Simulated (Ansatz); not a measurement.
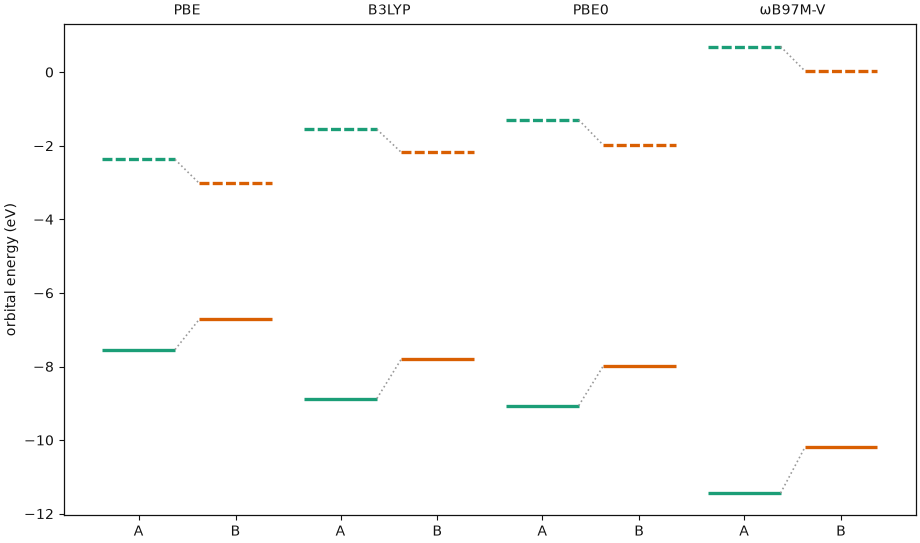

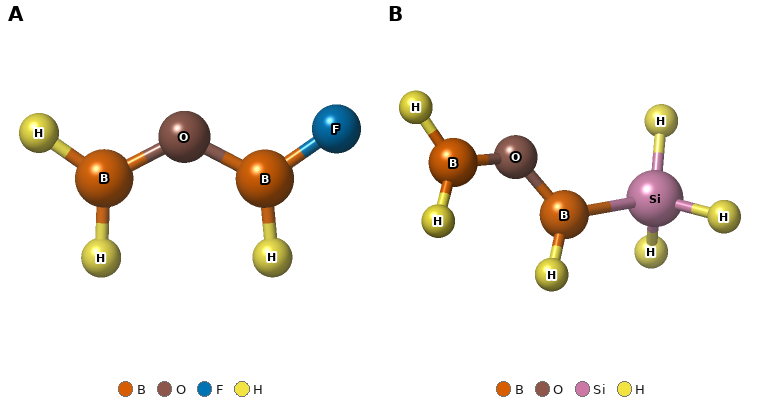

One change: A, B₂H₃OF (SMILES BOBF), becomes B, B₂SiH₆O (SMILES BOB[SiH3]). F on B is replaced by SiH₃. HOMO (solid) and LUMO (dashed) computed in def2-TZVPP at PBE0-D4/def2-TZVP geometries, both minima by their frequencies, gas phase, the Ansatz code 0.2.0. Empty levels above zero depend strongly on the basis.

Question: What does the change do to HOMO and LUMO?

Answer: PBE: the HOMO rises by 0.82 eV, the LUMO falls by 0.65 eV, and the separation goes from 5.17 to 3.70 eV. B3LYP: the HOMO rises by 1.06 eV, the LUMO falls by 0.62 eV, and the separation goes from 7.32 to 5.63 eV. PBE0: the HOMO rises by 1.06 eV, the LUMO falls by 0.68 eV, and the separation goes from 7.76 to 6.03 eV. ωB97M-V: the HOMO rises by 1.24 eV, the LUMO falls by 0.66 eV, and the separation goes from 12.14 to 10.24 eV.

Question: Do the functionals agree on the effect?

Answer: They agree on the direction for both levels; the HOMO shift lies between 0.82 and 1.24 eV and the LUMO shift between −0.68 and −0.62 eV, while the separations themselves differ by up to 7.0 eV between functionals.

Note: one conformer of each flexible molecule.
